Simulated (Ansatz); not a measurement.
Input file:

```
crystal:
  periodic: [false, false, false]
  atoms:
    - {symbol: B, position_ang: [0.103052, -0.835586, 1.210268]}
    - {symbol: B, position_ang: [-1.664617, 0.864877, 0.184104]}
    - {symbol: F, position_ang: [1.365527, -0.490880, 1.398648]}
    - {symbol: F, position_ang: [-0.239780, -2.064922, 1.555744]}
    - {symbol: N, position_ang: [-0.832020, 0.063893, 0.667485]}
    - {symbol: H, position_ang: [-2.450522, 1.620937, -0.272178]}
basis:
  gaussian: {orbitals: def2-TZVPD}
hamiltonian: {xc: {name: PBE0}}
output: {forces: true, orbitals: {seedname: orbitals}}
```

Command:

```sh
ansatz run input.yaml --threads 2 --pin off --max-ram 4350MiB --events-out events.jsonl --progress --plain --runs-dir runs
```

Geometry: PBE0-D3(BJ)/def2-SVP.

These are results of isolated molecule in a Gaussian basis; Kohn-Sham density functional theory, functional PBE0 (Ansatz), not measurements.

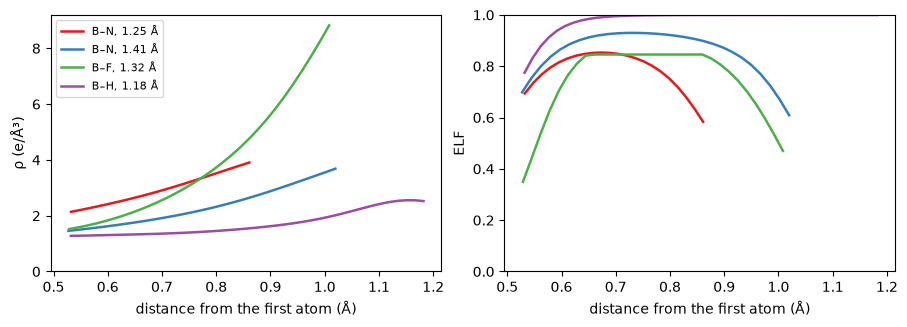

B2F2HN (SMILES B=NB(F)F). Total electron density and ELF along straight lines between neighbouring atoms. The curves leave out the atomic cores.

**What can be read from the curves?**

B–N (1.25 Å): the density is about 2.5 e/Å³ at the midpoint; the ELF peaks at about 0.85 between the atoms (a polar covalent bond).
B–N (1.41 Å): ρ is about 1.9 e/Å³ halfway; the ELF peaks at about 0.95 between the atoms (a short, strongly polar bond).
B–F (1.32 Å): the density is about 2.2 e/Å³ at the midpoint; the ELF peaks at about 0.85 between the atoms, as expected for a polar covalent bond.
B–H (1.18 Å): ρ is about 1.3 e/Å³ halfway; the ELF climbs to about 1 towards the hydrogen, as it does in any bond to H: an ordinary covalent bond to hydrogen.
